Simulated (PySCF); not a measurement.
```xyz
20

C     2.2439    0.4837    0.1281
C     1.0959    0.4180   -0.8850
C    -0.0245   -0.4148   -0.3375
C     0.1546   -1.8894   -0.4677
C    -1.0977    0.1546    0.2614
C    -1.2526    1.6467    0.3968
C    -2.1567   -0.6943    0.7783
O    -2.2510   -1.8803    0.8063
F    -3.2028    0.0285    1.3084
H     3.0564    1.0894   -0.2651
H     1.9033    0.9237    1.0623
H     2.6241   -0.5119    0.3413
H     1.4632   -0.0372   -1.8073
H     0.7602    1.4276   -1.1164
H     0.1247   -2.3725    0.5080
H    -0.6628   -2.3229   -1.0431
H     1.0961   -2.1246   -0.9573
H    -1.4589    2.0982   -0.5739
H    -0.3467    2.0948    0.7975
H    -2.0739    1.8934    1.0618
```

Geometry: GFN2-xTB.

Method: PBE0/pcSseg-1, SCF density, gas phase, non-relativistic in PySCF 2.14.0.

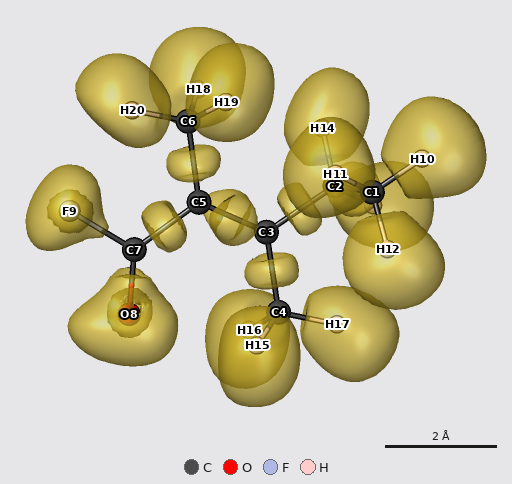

C$_{7}$H$_{11}$FO. Isosurface of the electron localisation function at 0.75 (yellow), seen at a tilt. Core shells and regions of very low density are left out.

What do the ELF domains correspond to?

The surface consists of six regions between bonded C–C atoms (shared pairs), eleven regions around hydrogen nuclei, one region on F in which the atom's valence shell and bonds are merged and one region on O in which the atom's valence shell and bonds are merged. Profiles from the grid: C–O (1.19 Å): the ELF peaks at about 0.85 between the atoms; a short, multiple covalent bond. C–C (1.35 Å): the ELF peaks at about 0.95 between the atoms (a covalent bond).
